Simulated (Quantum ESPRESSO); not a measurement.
**InP (F-43m): modes at Γ and the response to a field**

Aim: the zone-centre modes of InP (F-43m).

Main program and level: Quantum ESPRESSO 7.5; DFT LDA, scalar-relativistic, plane waves, PseudoDojo norm-conserving pseudopotentials.

The experiments to compare with:

For InP, zinc blende (bulk InP reference crystal), “Universal growth of ultra-thin III–V semiconductor single crystals” (2020, pmc:7414113) gives, by Raman, 532 nm excitation: Raman mode (TO, bulk) 306 cm⁻¹ [bulk reference spectrum shown in the supplement; assignment to TO implied by order].

Most raw output is cut from this account.

The database entry behind the starting cell differs from later determinations by our own check (0.1 to 0.3 % short, probably kX units), so it need not match the best structure at ambient conditions.

### Step 1. The structure

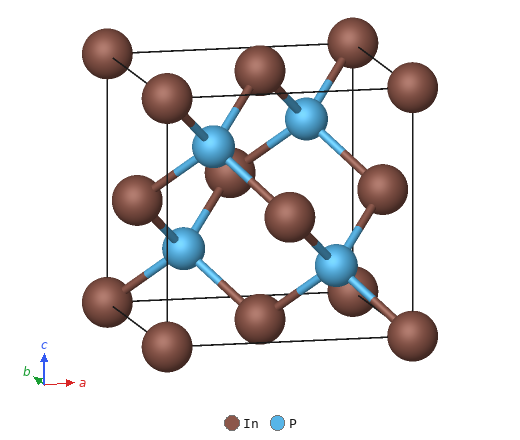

Start, viewed slightly off an axis; indium brown, phosphorus blue. This picture shows the conventional cell, with its axes. Bonds to atoms that aren't drawn are left out. Some periodic images of atoms are drawn too.

### Step 2. A probe with smearing

Before anything dear is run, a loose run with smearing shows whether this is a metal and how far the cell is from rest.

File probe.in:

```
&control
   calculation = 'scf'
   prefix = 'x'
   outdir = './tmp'
   pseudo_dir = './pseudo'
   tprnfor = .true.
   tstress = .true.
   verbosity = 'high'
/
&system
   ibrav = 0
   nat = 2
   ntyp = 2
   ecutwfc = 77.0
   occupations = 'smearing'
   smearing = 'gaussian'
   degauss = 0.01
/
&electrons
   conv_thr = 1.0d-07
   mixing_beta = 0.7
   electron_maxstep = 100
/
ATOMIC_SPECIES
 In    114.8180  In.upf
 P      30.9738  P.upf
CELL_PARAMETERS angstrom
    -2.930500000    0.000000000    2.930500000
     0.000000000    2.930500000    2.930500000
    -2.930500000    2.930500000    0.000000000
ATOMIC_POSITIONS crystal
 In     0.000000000   0.000000000   0.000000000
 P      0.250000000   0.250000000   0.250000000
K_POINTS automatic
 6 6 6 1 1 1
```

Command:

```console
$ OMP_NUM_THREADS=1 mpirun -n 4 pw.x -nk 4 -in probe.in > probe.out
```

Wall time 4.8 s (4 MPI ranks of Arm Neoverse V2, shared host).

Numbers from this step:

```yaml
volume_per_atom: 25.17 Å³
pressure: -1.373 GPa
gap_on_the_k_mesh: 1.298 eV
```

A gap of 1.3 eV opens on this mesh, so the crystal is taken as an insulator; the start stands at -1.4 GPa.

### Step 3. Relaxation

The relaxation runs at a cutoff a fifth above that of the response, since stress converges more slowly with the basis than frequencies do. Forces and stress are brought to rest with tight thresholds.

File relax.in:

```
&control
   calculation = 'vc-relax'
   prefix = 'x'
   outdir = './tmp'
   pseudo_dir = './pseudo'
   tprnfor = .true.
   tstress = .true.
   forc_conv_thr = 2.0d-05
   etot_conv_thr = 1.0d-07
   nstep = 40
/
&system
   ibrav = 0
   nat = 2
   ntyp = 2
   ecutwfc = 92
   occupations = 'fixed'
   nbnd = 11
/
&electrons
   conv_thr = 1.0d-11
   mixing_beta = 0.7
   electron_maxstep = 100
/
&ions
/
&cell
   press_conv_thr = 0.2
/
ATOMIC_SPECIES
 In    114.8180  In.upf
 P      30.9738  P.upf
CELL_PARAMETERS angstrom
    -2.930500000    0.000000000    2.930500000
     0.000000000    2.930500000    2.930500000
    -2.930500000    2.930500000    0.000000000
ATOMIC_POSITIONS crystal
 In     0.000000000   0.000000000   0.000000000
 P      0.250000000   0.250000000   0.250000000
K_POINTS automatic
 8 8 8 1 1 1
```

Command:

```console
$ OMP_NUM_THREADS=1 mpirun -n 4 pw.x -nk 4 -in relax.in > relax.out
```

Run time: 61 s. Hardware: 4 MPI ranks.

Step by step:

| step | energy less that of the first step (eV) | largest force (eV/Å) | pressure (GPa) | volume (Å³) |
| --- | --- | --- | --- | --- |
| 1 | 0.0000 | 0.0000 | -1.33 | 50.33 |
| 2 | -0.0024 | 0.0000 | -0.88 | 49.99 |
| 3 | -0.0041 | 0.0000 | -0.18 | 49.48 |
| 4 | -0.0041 | 0.0000 | 0.00 | 49.35 |
| 5 | -0.0041 | 0.0000 | 0.00 | 49.35 |
| 6 | -0.0041 | 0.0000 | 0.00 | 49.35 |

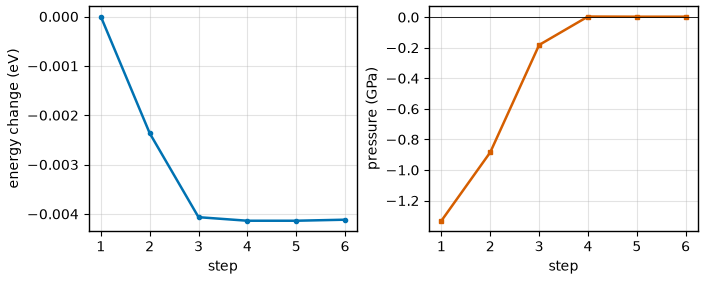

Energy and pressure along the relaxation.

| conventional cell, symmetrised | before | after | change |
| --- | --- | --- | --- |
| a (Å) | 5.861 | 5.823 | -0.7 % |
| b (Å) | 5.861 | 5.823 | -0.7 % |
| c (Å) | 5.861 | 5.823 | -0.7 % |
| volume (Å³/atom) | 25.17 | 24.68 | -1.9 % |

The relaxed structure:

```
CELL_PARAMETERS angstrom
-2.91138 0.00000 2.91138
0.00000 2.91138 2.91138
-2.91138 2.91138 0.00000
ATOMIC_POSITIONS crystal
In 0.00000 0.00000 0.00000
P 0.25000 0.25000 0.25000
```

The last row of the table of steps is pw.x's closing run on a basis chosen anew for the final cell, so its energy can jump.

Read from the output:

* volume per atom: 24.68 Å³
* pressure: 0.003000 GPa
* gap on the k-mesh: 1.156 eV

The volume changes by -1.9 % from the cell with which this run began.

### Step 4. Self-consistent run for the response

The response is built on this ground state, so it is converged far tighter than an energy would need. With a gap, occupations are fixed, which also allows the response to an electric field.

File scf.in:

```
&control
   calculation = 'scf'
   prefix = 'x'
   outdir = './tmp'
   pseudo_dir = './pseudo'
   tprnfor = .true.
   tstress = .true.
/
&system
   ibrav = 0
   nat = 2
   ntyp = 2
   ecutwfc = 77.0
   occupations = 'fixed'
   nbnd = 11
/
&electrons
   conv_thr = 1.0d-12
   mixing_beta = 0.7
   electron_maxstep = 100
/
ATOMIC_SPECIES
 In    114.8180  In.upf
 P      30.9738  P.upf
CELL_PARAMETERS angstrom
    -2.911375987    0.000000000    2.911375987
     0.000000000    2.911375987    2.911375987
    -2.911375987    2.911375987    0.000000000
ATOMIC_POSITIONS crystal
 In     0.000000000   0.000000000   0.000000000
 P      0.250000000   0.250000000   0.250000000
K_POINTS automatic
 8 8 8 1 1 1
```

Command:

```console
$ OMP_NUM_THREADS=1 mpirun -n 4 pw.x -nk 4 -in scf.in > scf.out
```

The job ended after 13 s (4 MPI ranks; 50 s of CPU time).

Numbers from this step:

- pressure: 0 GPa

The cell stands at 0 GPa, close enough for phonons.

### Step 5. Zone-centre response

At q = 0 one unit cell holds all displacements; symmetry groups them into irreducible representations that are solved one by one. The response to a field gives ε∞ and the Born charges, which polar modes need.

File ph.in:

```
phonons
&inputph
   prefix = 'x'
   outdir = './tmp'
   fildyn = 'g.dyn'
   tr2_ph = 1.0d-18
   epsil = .true.
/
0.000000000000 0.000000000000 0.000000000000
```

Command:

```console
$ OMP_NUM_THREADS=1 mpirun -n 4 ph.x -nk 4 -in ph.in > ph.out
```

The job ended after 4.9 min (4 MPI ranks; 20 min of CPU time).

This step gave:

```yaml
miss_of_the_charge_sum_rule: 0.001010 e
largest_acoustic_frequency_at_the_zone_centre_before_the_sum_rule: 2.3 cm⁻¹
highest_optical_zone_centre_mode_no_lo_to_term: 304.1 cm⁻¹
lowest_optical_zone_centre_mode: 304.1 cm⁻¹
mean_high_frequency_dielectric_constant: 11.53
largest_born_charge_in_size_third_of_the_trace: 2.462 e
```

Born charge (rows field, columns displacement), before the sum rule (e), principal values of the symmetric part by kind of site:

| atom | atoms with these values | low | middle | high | mean |
| --- | --- | --- | --- | --- | --- |
| In1 | 1 | 2.46 | 2.46 | 2.46 | 2.46 |
| P2 | 1 | -2.46 | -2.46 | -2.46 | -2.46 |

In full for P2:

```
-2.46  0.00  0.00
 0.00 -2.46  0.00
 0.00  0.00 -2.46
```

High-frequency dielectric tensor:

```
11.53  0.00  0.00
 0.00 11.53  0.00
 0.00  0.00 11.53
```

The acoustic modes at Γ come out as far as 2.3 cm⁻¹ from zero, where they should vanish, a small numerical error; the Born charges miss their sum rule by 0.0010 e, which is good.

### Step 6. Zone-centre analysis

A rigid shift of the crystal must cost nothing, but grids and finite bases break this; the acoustic sum rule is imposed before the matrix is diagonalised again. With Born charges the intensities follow, and the static dielectric tensor.

File dynmat.in:

```
&input
   fildyn = 'g.dyn'
   asr = 'simple'
   fileig = 'dynmat.eig'
   lperm = .true.
/
```

Command:

```console
$ dynmat.x -in dynmat.in > dynmat.out
```

Wall time 0.47 s (1 thread).

Numbers from this step:

```yaml
mean_static_dielectric_constant: 14.21
```

Unit eigenvectors of the mass-weighted matrix after the sum rule; no LO-TO term. Modes at Γ, with each element's share of the kinetic energy:

| mode | frequency (cm⁻¹) | symmetry | In % | P % |
| --- | --- | --- | --- | --- |
| 1 | 0.0 | acoustic | 79 | 21 |
| 2 | 0.0 | acoustic | 79 | 21 |
| 3 | 0.0 | acoustic | 79 | 21 |
| 4 | 304.2 | T2 | 21 | 79 |
| 5 | 304.2 | T2 | 21 | 79 |
| 6 | 304.2 | T2 | 21 | 79 |

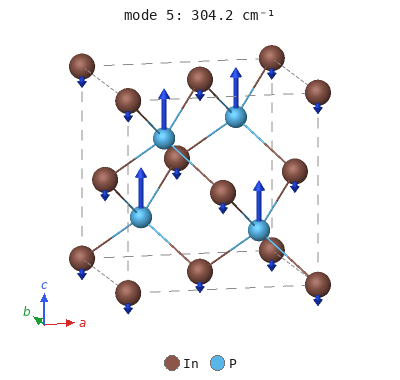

Displacement patterns of mode 5 at Γ; arrows are exaggerated. Bonds to atoms that aren't drawn are left out. Some periodic images of atoms are drawn too.

Degenerate modes summed, no LO-TO term. Infrared lines, with heights relative to the strongest:

| position (cm⁻¹) | lines merged | label | IR intensity, relative |
| --- | --- | --- | --- |
| 304 | 3 | T2 | 100 |

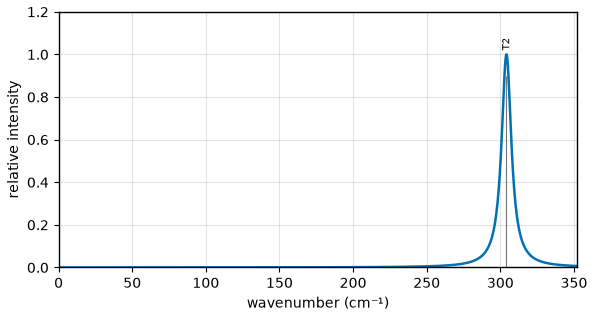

The infrared spectrum, broadened with Lorentzians of width 8 cm⁻¹; bars mark the lines.

Static dielectric tensor (ions relaxed, fixed cell):

```
14.21  0.00  0.00
 0.00 14.21  0.00
 0.00  0.00 14.21
```

The rule moves no optical mode by more than 0.1 cm⁻¹.

### Step 7. Modes along a direction of q (1 0 0)

A longitudinal polar mode sets up a macroscopic field that stiffens it; the term hangs on the direction from which q goes to zero.

File dynmat.in:

```
&input
   fildyn = 'g.dyn'
   asr = 'simple'
   fileig = 'dynmat.eig'
   q(1) = 1.0
   q(2) = 0.0
   q(3) = 0.0
/
```

Command:

```console
$ dynmat.x -in dynmat.in > dynmat.out
```

The job ended after 0.47 s (1 thread).

Read from the output:

| Item | Value |
| --- | --- |
| highest mode moved by the LO-TO term | 337.6 cm⁻¹ |

Zone-centre frequencies as printed; negative means imaginary. Modes:

| mode | frequency (cm⁻¹) |
| --- | --- |
| 1 | 0 |
| 2 | 0 |
| 3 | 0 |
| 4 | 304.1 |
| 5 | 304.1 |
| 6 | 337.6 |

The field moves one mode, from 304 to 338 cm⁻¹; the others stay.

### Step 8. What came out

```yaml
space_group_after_relaxation: F-43m
volume_per_atom: 24.7 Å³
gap_on_the_k_mesh: 1.16 eV
highest_optical_zone_centre_mode_no_lo_to_term: 304.1 cm⁻¹
highest_mode_moved_by_the_lo_to_term: 337.6 cm⁻¹
mean_high_frequency_dielectric_constant: 11.5
largest_born_charge_in_size_third_of_the_trace: 2.46 e
mean_static_dielectric_constant: 14.2
imaginary_optical_modes_at_the_zone_centre_no_q_mesh_in_this_session: none
```

What this shows: At the LDA level the optical modes of InP (F-43m) at the zone centre (no LO-TO term) lie at 304 cm⁻¹. Along the directions run, the highest mode that the macroscopic field moves lies at 338 cm⁻¹. Lattice motion raises the mean dielectric constant from 11.53 to 14.21. The Born charge of In is 2.461 e against a formal charge of +3, somewhat under it. The Lyddane-Sachs-Teller relation holds: (ωLO/ωTO)² is 1.23 and ε₀/ε∞ is 1.23. These are harmonic frequencies at zero temperature: anharmonic shifts and linewidths and thermal expansion are left out.

Calculation against experiment:

| quantity | measured | LDA PseudoDojo norm-conserving, Quantum ESPRESSO |
| --- | --- | --- |
| Raman mode, TO, bulk (cm⁻¹) | 306 | 304 (-0.6 %) |

Measured values from pmc:7414113 (2020).

**Verdict.** The Raman mode is off by -0.6 %: good agreement. The grades are ours: good and fair within 3 and 7 % for the Raman mode. Zero-point motion and thermal expansion are not in the computed Raman mode.

[Host names and launcher messages were left out of these logs when they were recorded.]

[Logs are printed without paths, hosts, clocks, repeated set-up lines and the standing remarks that a program may print on its own settings, such as how far it seeks lower states.]

[Hosts, paths, dates, database ids (printed as entryN), source tags and the programs' standing remarks are cut or masked in the printed files.]
